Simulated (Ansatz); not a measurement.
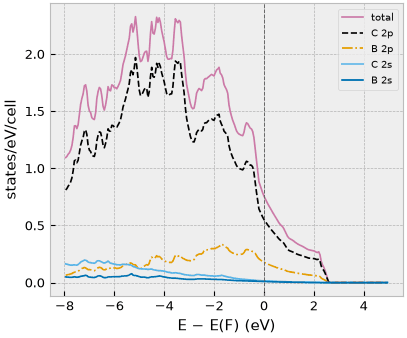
*Total and projected density of states of BC$_{5}$ in space group P3m1 (No. 156; Pearson symbol hP6), the program Ansatz at the LDA level (PAW)*

Task: Which orbitals carry the states next to the Fermi level?

Result: Within 0.5 eV of the Fermi level: C 2p 74 %, B 2p 23 %. Projections are on Löwdin-orthogonalised atomic valence shells; empty p or d shells of many metals are not among them.

Task: Where is the tallest occupied peak in this window, and what makes it?

Result: Near -5.1 eV, about 2.3 states/eV per cell; the largest projected share is C 2p.

The first step of the workflow began from a Materials Project structure, measured or hypothetical; the Crystallography Open Database copy checked does not list it. Whether it is the stable phase at ambient conditions was not checked. Symmetry was held in the LDA relaxation; whether a distortion lowers the energy is not shown. Its formation energy is positive at this level, so the cell may be metastable or incomplete.

Potentials: the later of the program's two PAW sets.
